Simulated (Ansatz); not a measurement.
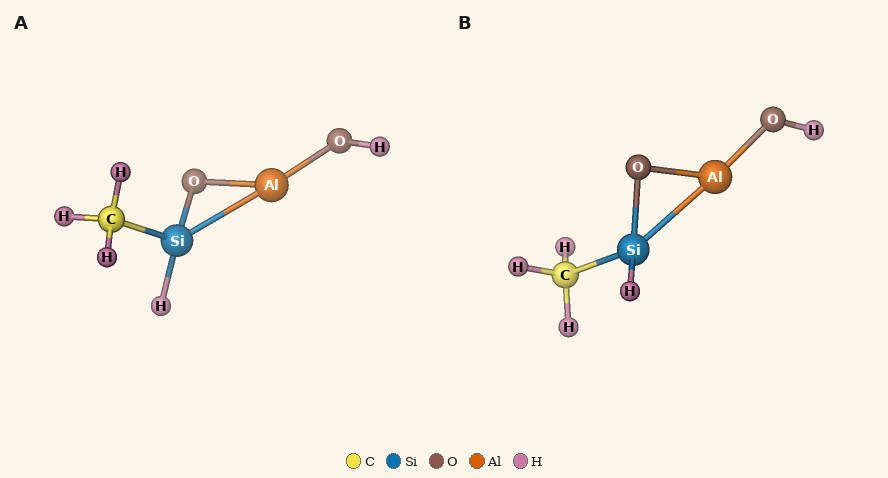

Distant atoms are faded towards the background colour. The computed structure is the end point of a PBE-D4/def2-SVP optimisation. No frequency run is at hand to confirm it as a minimum.

**Can A be turned into B by a rotation alone?**

No. They are enantiomers, mirror images that no rotation superimposes: A is C[Si@H]1[O][Al]1[OH] (), B is C[Si@@H]1[O][Al]1[OH] (). Their energies are equal.
